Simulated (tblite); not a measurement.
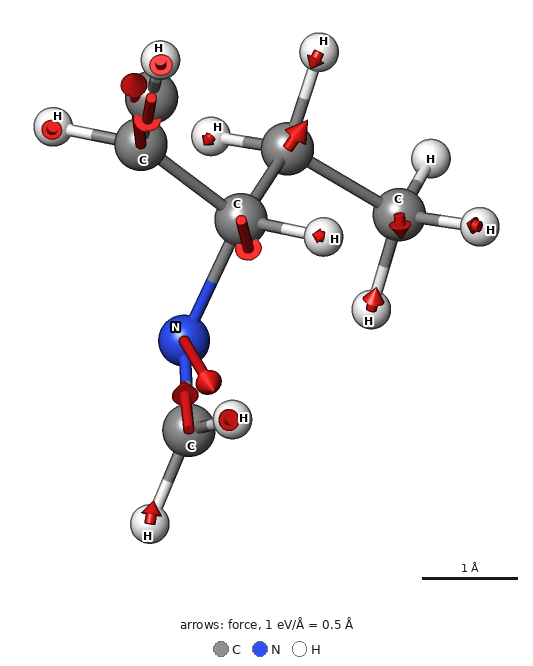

Starting geometry of C₆H₁₀N (multiplicity 2) with the computed forces as red arrows. A ball-and-stick model, seen from a free direction.

Theory: GFN2-xTB geometry optimisation, gas phase (tblite 0.8.0). 

Is this structure relaxed? If not, where do the atoms go?

Answer. It isn't relaxed: the largest force vector, on a C atom, is 3.33 eV/Å. The final displacements have little in common with the starting forces (cosine between the two patterns 0.16). The largest move after the best rigid fit is that of an H atom, 0.51 Å. By element the largest moves are H 0.51 Å, C 0.20 Å, N 0.19 Å. Some distances before and after: C–C 1.492 → 1.546 Å, C–N 1.477 → 1.425 Å, C–C 1.320 → 1.284 Å, C–N 1.289 → 1.253 Å. Bond angles that change, for instance: C–C–H 179.6° → 139.8°, C–N–C 114.0° → 120.5°, C–C–H 117.7° → 112.0°. The energy falls by 9.33 kcal/mol in 78 geometry steps.
